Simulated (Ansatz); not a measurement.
# Nudged elastic band, with input and output: GePH₅F₂ (part 1 of 2)

- system: GePH₅F₂
- method: RKS B3LYP/def2-SVP (Ansatz 0.2.0)

It belongs to a series of runs on one base structure; here: band between the two ends. Figures and captions count atoms from 1; the log counts them from 0 in places.

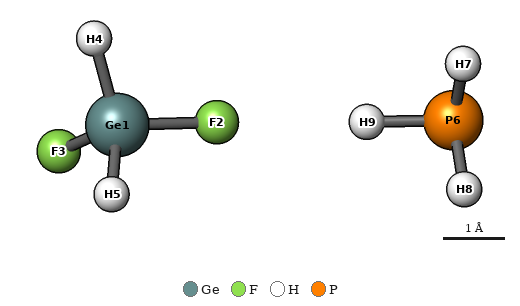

*The starting structure (ball-and-stick view, seen on its broad side; atoms are numbered from 1 in the order of the input). Sticks mark near contacts.*

Bond lengths as drawn: F–Ge 1.74 Å, Ge–H 1.53 Å and H–P 1.43 Å.

## Key numbers

```json
{"quantity": "outcome", "value": "converged"}
{"quantity": "barrier, forward", "value": "2.059 eV"}
{"quantity": "barrier, backward", "value": "1.827 eV"}
{"quantity": "hardware", "value": "2 threads of Arm Neoverse V2, 24 GiB of memory available, shared host"}
{"quantity": "wall time", "value": "11 min (CPU time 20 min)"}
{"quantity": "peak memory", "value": "0.24 GiB"}
```

## Remarks

The order of the saddle point was not checked.

## The input
```yaml
crystal:
  periodic: [false, false, false]
  atoms:
    - { symbol: Ge, position_ang: [0.955131, -0.149055, -0.719403] }
    - { symbol: F, position_ang: [-0.290785, 0.098358, 0.471127] }
    - { symbol: F, position_ang: [2.434045, 0.269994, 0.086195] }
    - { symbol: H, position_ang: [0.726938, 0.859829, -1.849316] }
    - { symbol: H, position_ang: [0.999165, -1.645069, -1.04434] }
    - { symbol: P, position_ang: [-3.576996, 0.116134, 2.596372] }
    - { symbol: H, position_ang: [-4.380742, 0.32628, 1.43098] }
    - { symbol: H, position_ang: [-3.715739, -1.305961, 2.525997] }
    - { symbol: H, position_ang: [-2.355316, 0.117391, 1.855088] }
basis:
  gaussian: { orbitals: def2-SVP }
hamiltonian:
  xc: b3lyp
neb:
  order_check: false
  images: 7
  f_tol: 0.03
  max_iterations: 60
  final_atoms:
    - { symbol: Ge, position_ang: [-0.638843, -0.48953479, -0.37342034] }
    - { symbol: F, position_ang: [-0.5164361, 1.59631437, 2.10165683] }
    - { symbol: F, position_ang: [0.46416088, -0.48338015, 1.04537588] }
    - { symbol: H, position_ang: [-0.27827074, 0.7907957, -1.14409857] }
    - { symbol: H, position_ang: [-0.22928945, -1.76628483, -1.13078991] }
    - { symbol: P, position_ang: [-2.84331189, -0.52565716, 0.35666034] }
    - { symbol: H, position_ang: [-2.62629335, -1.67260969, 1.18142315] }
    - { symbol: H, position_ang: [-2.53810764, 0.40965278, 1.39029575] }
    - { symbol: H, position_ang: [0.00209229, 0.82860477, 1.92559686] }
  initial_path:
    images:
      - { positions_ang: [[0.955131, -0.149055, -0.719403], [-0.290785, 0.098358, 0.471127], [2.434045, 0.269994, 0.086195], [0.726938, 0.859829, -1.849316], [0.999165, -1.645069, -1.04434], [-3.576996, 0.116134, 2.596372], [-4.380742, 0.32628, 1.43098], [-3.715739, -1.305961, 2.525997], [-2.355316, 0.117391, 1.855088]] }
      - { positions_ang: [[0.72234314, -0.13308147, -0.53265759], [-0.22775357, 0.08178611, 0.86665088], [2.23118732, 0.15361342, -0.05465438], [0.38916927, 0.9404093, -1.53276624], [0.56101304, -1.56883928, -0.89354021], [-3.29164082, 0.10755487, 2.13577929], [-4.09082521, 0.04232173, 1.06730264], [-3.42402037, -1.04525547, 2.42619081], [-2.07377181, 0.1093918, 1.8703948]] }
      - { positions_ang: [[0.48955528, -0.11710795, -0.34591218], [-0.16472213, 0.06521422, 1.26217477], [2.02832964, 0.03723284, -0.19550377], [0.05140054, 1.0209896, -1.21621648], [0.12286108, -1.49260956, -0.74274042], [-3.00628564, 0.09897575, 1.67518657], [-3.80090842, -0.24163654, 0.70362528], [-3.13230174, -0.78454995, 2.32638462], [-1.79222762, 0.1013926, 1.88570161]] }
      - { positions_ang: [[0.25676741, -0.10113442, -0.15916677], [-0.1016907, 0.04864233, 1.65769865], [1.82547196, -0.07914774, -0.33635315], [-0.28636819, 1.1015699, -0.89966672], [-0.31529087, -1.41637984, -0.59194063], [-2.72093045, 0.09039662, 1.21459386], [-3.51099163, -0.52559482, 0.33994792], [-2.84058311, -0.52384442, 2.22657843], [-1.51068342, 0.0933934, 1.90100841]] }
      - { positions_ang: [[0.02397955, -0.08516089, 0.02757864], [-0.03865926, 0.03207044, 2.05322254], [1.62261428, -0.19552832, -0.47720253], [-0.62413691, 1.1821502, -0.58311696], [-0.75344283, -1.34015012, -0.44114084], [-2.43557527, 0.08181749, 0.75400114], [-3.22107484, -0.80955309, -0.02372944], [-2.54886448, -0.26313889, 2.12677224], [-1.22913923, 0.0853942, 1.91631522]] }
      - { positions_ang: [[-0.14172609, -0.18625437, -0.07267111], [-0.15810347, 0.42313142, 2.06533111], [1.33300093, -0.26749128, -0.09655793], [-0.53767037, 1.08431158, -0.72336236], [-0.62240449, -1.4466838, -0.61355311], [-2.53750943, -0.07005117, 0.65466594], [-3.07237947, -1.02531724, 0.27755871], [-2.54617527, -0.09494098, 1.94265312], [-0.92133135, 0.27119684, 1.91863563]] }
      - { positions_ang: [[-0.30743172, -0.28734784, -0.17292085], [-0.27754768, 0.8141924, 2.07743968], [1.04338758, -0.33945424, 0.28408668], [-0.45120383, 0.98647295, -0.86360776], [-0.49136614, -1.55321748, -0.78596538], [-2.63944358, -0.22191983, 0.55533074], [-2.9236841, -1.24108139, 0.57884685], [-2.54348606, 0.07325694, 1.75853399], [-0.61352347, 0.45699948, 1.92095604]] }
      - { positions_ang: [[-0.47313736, -0.38844132, -0.27317059], [-0.39699189, 1.20525339, 2.08954826], [0.75377423, -0.41141719, 0.66473128], [-0.36473729, 0.88863433, -1.00385316], [-0.36032779, -1.65975115, -0.95837764], [-2.74137773, -0.3737885, 0.45599554], [-2.77498872, -1.45684554, 0.880135], [-2.54079685, 0.24145486, 1.57441487], [-0.30571559, 0.64280213, 1.92327645]] }
      - { positions_ang: [[-0.638843, -0.48953479, -0.37342034], [-0.5164361, 1.59631437, 2.10165683], [0.46416088, -0.48338015, 1.04537588], [-0.27827074, 0.7907957, -1.14409857], [-0.22928945, -1.76628483, -1.13078991], [-2.84331189, -0.52565716, 0.35666034], [-2.62629335, -1.67260969, 1.18142315], [-2.53810764, 0.40965278, 1.39029575], [0.00209229, 0.82860477, 1.92559686]] }
```

Launched with:
```bash
ansatz run input.yaml --threads 2 --pin off --max-ram 3072MiB --backend cpu --events-out ev --progress --plain --runs-dir out
```

## Output
```
Engine: ansatz 0.2.0, aarch64-unknown-linux-gnu
Functional definition: B3LYP
  parameter a0 = 0.2
  parameter ax = 0.72
  parameter ac = 0.81
  exchange = (1 - a0 - ax)*slater_x + ax*b88_x + a0*exact_x
  correlation = (1 - ac)*vwn_rpa_c + ac*lyp_c
1067 factors; integrals over basis functions are off by at most 3.1e-4 eV
mean field evaluation 1: about -71307.5207 eV, gradient 4.8e1 eV
mean field evaluation 2: about -71299.7725 eV, gradient 8.7e1 eV
mean field evaluation 4: about -71311.0517 eV, gradient 1.7e0 eV
mean field evaluation 8: about -71311.0648 eV, gradient 5.9e-2 eV
mean field -71311.06483846 eV, -2620.6332964374 hartree, gradient 3.6e-5 eV, S^2 0.000000; 0 other end points of the search recorded, 0 dependent functions left out
the calculation of the forces begins
reference -71311.06512118 eV, -2620.6333068273 hartree; 35, 35 occupied and 68, 68 virtual orbitals, 1067 factors
1067 factors; integrals over basis functions are off by at most 1.3e-3 eV
mean field evaluation 16: about -71307.8877 eV, gradient 4.5e1 eV
mean field -71310.83244229 eV, -2620.6247560359 hartree, gradient 4.5e-5 eV, S^2 0.000000; 0 other end points of the search recorded, 0 dependent functions left out
[... from here on the field's lines of each further geometry are left out, up to the last ...]
NEB iter   1: max|band force component| = 1.091e2 eV/Å  barrier→ = 25.3161 eV  barrier← = 25.0837 eV  Δτ_max = 0.1991 Å  (224 SCF iters)
NEB iter   2: max|band force component| = 4.060e1 eV/Å  barrier→ = 8.6366 eV  barrier← = 8.4042 eV  Δτ_max = 0.1990 Å  (205 SCF iters)
NEB iter   3: max|band force component| = 2.142e1 eV/Å  barrier→ = 4.3763 eV  barrier← = 4.1439 eV  Δτ_max = 0.2000 Å  (196 SCF iters)
NEB iter   4: max|band force component| = 1.141e1 eV/Å  barrier→ = 2.1954 eV  barrier← = 1.9630 eV  Δτ_max = 0.1993 Å  (198 SCF iters)
NEB iter   5: max|band force component| = 4.951e0 eV/Å  barrier→ = 2.1095 eV  barrier← = 1.8771 eV  Δτ_max = 0.1950 Å  (189 SCF iters)
NEB iter   6: max|band force component| = 3.099e0 eV/Å  barrier→ = 2.1019 eV  barrier← = 1.8695 eV  Δτ_max = 0.1985 Å  (188 SCF iters)
NEB iter   7: max|band force component| = 1.980e0 eV/Å  barrier→ = 1.8644 eV  barrier← = 1.6320 eV  Δτ_max = 0.2000 Å  (194 SCF iters)
NEB iter   8: max|band force component| = 9.977e-1 eV/Å  barrier→ = 1.6198 eV  barrier← = 1.3874 eV  Δτ_max = 0.2000 Å  (199 SCF iters)
NEB iter   9: max|band force component| = 1.047e0 eV/Å  barrier→ = 1.3928 eV  barrier← = 1.1604 eV  Δτ_max = 0.1006 Å  (196 SCF iters)
NEB iter  10: max|band force component| = 1.390e0 eV/Å  barrier→ = 1.4320 eV  barrier← = 1.1996 eV  Δτ_max = 0.0501 Å  (189 SCF iters)
NEB iter  11: max|band force component| = 8.872e-1 eV/Å  barrier→ = 1.4254 eV  barrier← = 1.1930 eV  Δτ_max = 0.0503 Å  (180 SCF iters)
NEB iter  12: max|band force component| = 8.526e-1 eV/Å  barrier→ = 1.4187 eV  barrier← = 1.1863 eV  CI = image 4  Δτ_max = 0.1021 Å  (178 SCF iters)
NEB iter  13: max|band force component| = 1.186e0 eV/Å  barrier→ = 1.5466 eV  barrier← = 1.3142 eV  CI = image 4  Δτ_max = 0.1958 Å  (180 SCF iters)
NEB iter  14: max|band force component| = 1.334e0 eV/Å  barrier→ = 1.5842 eV  barrier← = 1.3518 eV  CI = image 4  Δτ_max = 0.2000 Å  (196 SCF iters)
NEB iter  15: max|band force component| = 1.819e0 eV/Å  barrier→ = 2.0886 eV  barrier← = 1.8562 eV  CI = image 4  Δτ_max = 0.2000 Å  (193 SCF iters)
NEB iter  16: max|band force component| = 1.417e0 eV/Å  barrier→ = 2.3017 eV  barrier← = 2.0693 eV  CI = image 4  Δτ_max = 0.1989 Å  (192 SCF iters)
NEB iter  17: max|band force component| = 7.175e-1 eV/Å  barrier→ = 2.2544 eV  barrier← = 2.0221 eV  CI = image 4  Δτ_max = 0.2000 Å  (196 SCF iters)
NEB iter  18: max|band force component| = 5.406e-1 eV/Å  barrier→ = 2.2048 eV  barrier← = 1.9724 eV  CI = image 4  Δτ_max = 0.1976 Å  (193 SCF iters)
NEB iter  19: max|band force component| = 4.054e-1 eV/Å  barrier→ = 2.1634 eV  barrier← = 1.9310 eV  CI = image 4  Δτ_max = 0.1993 Å  (191 SCF iters)
NEB iter  20: max|band force component| = 3.955e-1 eV/Å  barrier→ = 2.1207 eV  barrier← = 1.8883 eV  CI = image 4  Δτ_max = 0.1817 Å  (197 SCF iters)
NEB iter  21: max|band force component| = 3.657e-1 eV/Å  barrier→ = 2.0781 eV  barrier← = 1.8457 eV  CI = image 4  Δτ_max = 0.1979 Å  (190 SCF iters)
NEB iter  22: max|band force component| = 2.369e-1 eV/Å  barrier→ = 2.0647 eV  barrier← = 1.8323 eV  CI = image 4  Δτ_max = 0.1964 Å  (190 SCF iters)
NEB iter  23: max|band force component| = 2.407e-1 eV/Å  barrier→ = 2.0629 eV  barrier← = 1.8305 eV  CI = image 4  Δτ_max = 0.1964 Å  (181 SCF iters)
NEB iter  24: max|band force component| = 4.113e-1 eV/Å  barrier→ = 2.0595 eV  barrier← = 1.8271 eV  CI = image 4  Δτ_max = 0.1002 Å  (189 SCF iters)
NEB iter  25: max|band force component| = 1.460e-1 eV/Å  barrier→ = 2.0591 eV  barrier← = 1.8267 eV  CI = image 4  Δτ_max = 0.1969 Å  (187 SCF iters)
NEB iter  26: max|band force component| = 1.767e-1 eV/Å  barrier→ = 2.0590 eV  barrier← = 1.8266 eV  CI = image 4  Δτ_max = 0.1001 Å  (181 SCF iters)
NEB iter  27: max|band force component| = 2.091e-1 eV/Å  barrier→ = 2.0589 eV  barrier← = 1.8266 eV  CI = image 4  Δτ_max = 0.1001 Å  (179 SCF iters)
NEB iter  28: max|band force component| = 2.707e-1 eV/Å  barrier→ = 2.0589 eV  barrier← = 1.8265 eV  CI = image 4  Δτ_max = 0.1989 Å  (180 SCF iters)
NEB iter  29: max|band force component| = 2.620e-1 eV/Å  barrier→ = 2.0589 eV  barrier← = 1.8265 eV  CI = image 4  Δτ_max = 0.1995 Å  (171 SCF iters)
NEB iter  30: max|band force component| = 2.974e-1 eV/Å  barrier→ = 2.0589 eV  barrier← = 1.8265 eV  CI = image 4  Δτ_max = 0.0998 Å  (175 SCF iters)
NEB iter  31: max|band force component| = 4.951e-1 eV/Å  barrier→ = 2.0589 eV  barrier← = 1.8265 eV  CI = image 4  Δτ_max = 0.0506 Å  (168 SCF iters)
NEB iter  32: max|band force component| = 1.937e-1 eV/Å  barrier→ = 2.0589 eV  barrier← = 1.8265 eV  CI = image 4  Δτ_max = 0.1008 Å  (177 SCF iters)
NEB iter  33: max|band force component| = 1.928e-1 eV/Å  barrier→ = 2.0589 eV  barrier← = 1.8265 eV  CI = image 4  Δτ_max = 0.1005 Å  (176 SCF iters)
NEB iter  34: max|band force component| = 1.580e-1 eV/Å  barrier→ = 2.0589 eV  barrier← = 1.8265 eV  CI = image 4  Δτ_max = 0.1006 Å  (173 SCF iters)
NEB iter  35: max|band force component| = 1.445e-1 eV/Å  barrier→ = 2.0589 eV  barrier← = 1.8265 eV  CI = image 4  Δτ_max = 0.1004 Å  (169 SCF iters)
NEB iter  36: max|band force component| = 1.085e-1 eV/Å  barrier→ = 2.0589 eV  barrier← = 1.8265 eV  CI = image 4  Δτ_max = 0.1006 Å  (171 SCF iters)
NEB iter  37: max|band force component| = 1.188e-1 eV/Å  barrier→ = 2.0589 eV  barrier← = 1.8265 eV  CI = image 4  Δτ_max = 0.0503 Å  (169 SCF iters)
NEB iter  38: max|band force component| = 9.527e-2 eV/Å  barrier→ = 2.0589 eV  barrier← = 1.8265 eV  CI = image 4  Δτ_max = 0.0502 Å  (178 SCF iters)
NEB iter  39: max|band force component| = 1.322e-1 eV/Å  barrier→ = 2.0589 eV  barrier← = 1.8265 eV  CI = image 4  Δτ_max = 0.0501 Å  (181 SCF iters)
NEB iter  40: max|band force component| = 7.445e-2 eV/Å  barrier→ = 2.0589 eV  barrier← = 1.8265 eV  CI = image 4  Δτ_max = 0.0926 Å  (172 SCF iters)
```
